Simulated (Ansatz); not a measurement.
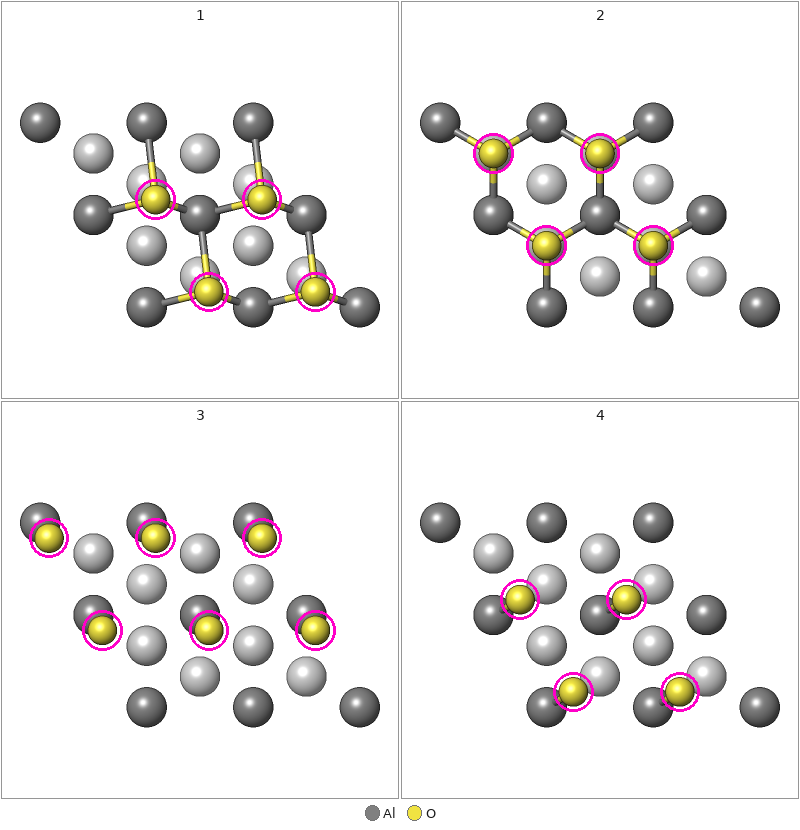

O on an Al(111) slab cut from the Fm-3m phase, its upper half relaxed before the scan (3 atoms of substrate and one adsorbate in a 1 × 1 cell). O is moved over the surface cell; relaxed at each place: the height of the adsorbate's atoms; substrate rigid; the origin of the map has the adsorbate above Al3. Places are given modulo a cell vector. The map is drawn in real space over the plane of the surface. Grid: 6 × 6 points; 10 points were computed and 26 follow by symmetry. Energies are in eV, from the lowest grid point. With one adsorbate in each 1 × 1 cell, its nearest image is 2.8 Å away, so neighbouring adsorbates interact. These are results of DFT LDA, scalar-relativistic, plane waves, PAW (Ansatz 0.2.0), not measurements. Settings: cutoff 420 eV, k-mesh 12×12×1, gaussian smearing 0.1 eV, no spin polarisation.

The numbered pictures are structures from this grid. Rings mark the moved atoms.

Q: Which is the most stable, and how do the others follow?

A: 2, at a threefold hollow over a second-layer Al atom, (2/6, 4/6) of the cell vectors: 0.23 eV; 1, at (4/6, 1/6) of the cell vectors [nearest 1 Al at 1.57 Å]: 1.51 eV; 4, at (2/6, 1/6) of the cell vectors [nearest 1 Al at 1.60 Å]: 3.84 eV; 3, at (0/6, 5/6) of the cell vectors [nearest 1 Al at 1.64 Å]: 4.61 eV.

The map, with the structures marked:

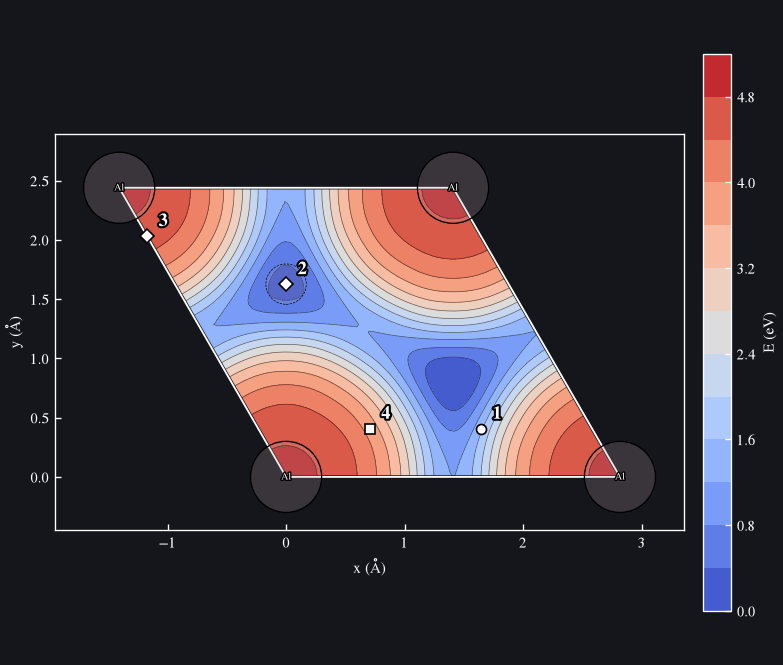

Drawn: filled contours, labelled circles for the atoms of the top layer and small ones for the second layer, the outline of one cell of the plane. Between grid points the surface is interpolated.
